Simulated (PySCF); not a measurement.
Vertical excitations of a molecule C2H6BFO2 from TDA-PBE/def2-SVPD (PySCF), as energy in eV (oscillator strength): 6.70 (0.001), 7.05 (0.005), 7.75 (0.043), 8.08 (0.003), 8.13 (0.015), 8.24 (0.010), 8.35 (0.036), 8.39 (0.015), 8.47 (0.019), 8.56 (0.014). Lowest triplet (TDA): 6.61 eV. Geometry optimised at PBE0-D3(BJ)/def2-SVP. One conformer was computed; it need not be the lowest.

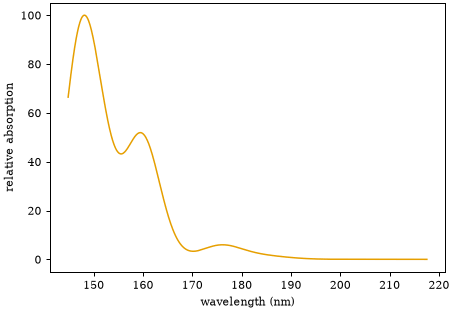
Fig. 1. The lines broadened by 0.4 eV.

### Question
Pick the molecule that these values belong to.
A) COB(F)CO
B) COB(O)CF
C) C[C@@H](O)B(O)F
D) CCOB(O)F

### Answer
D, CCOB(O)F
